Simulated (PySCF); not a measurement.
B(H)(OH)(nPr), C₃H₉BO, SMILES CCCBO, PBE0/def2-SVP optimised geometry. Atoms within 1.6 Å of the plane z = 0.8 Å (x, y, z in Å): B1 (1.45, 0.63, 0.00), H2 (2.67, 0.63, 0.00), O3 (0.79, 1.81, 0.00), H4 (1.38, 2.57, 0.00), C5 (0.64, -0.71, 0.00), C6 (-0.88, -0.62, 0.00), C7 (-1.57, -1.98, 0.00), H8 (1.00, -1.30, 0.87), H10 (-1.21, -0.03, 0.87), H13 (-2.67, -1.87, 0.00), H14 (-1.30, -2.57, 0.89).

Computed with PBE0/def2-TZVP (PySCF).

Map of the electrostatic potential (hartree/e), clipped to [-0.08, 0.12] on the plane z = 0.8 Å:

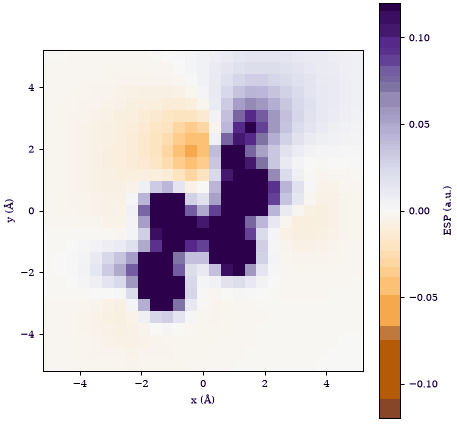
Fig. 1. Electrostatic potential (hartree/e), clipped to [-0.08, 0.12] on the plane z = 0.8 Å.
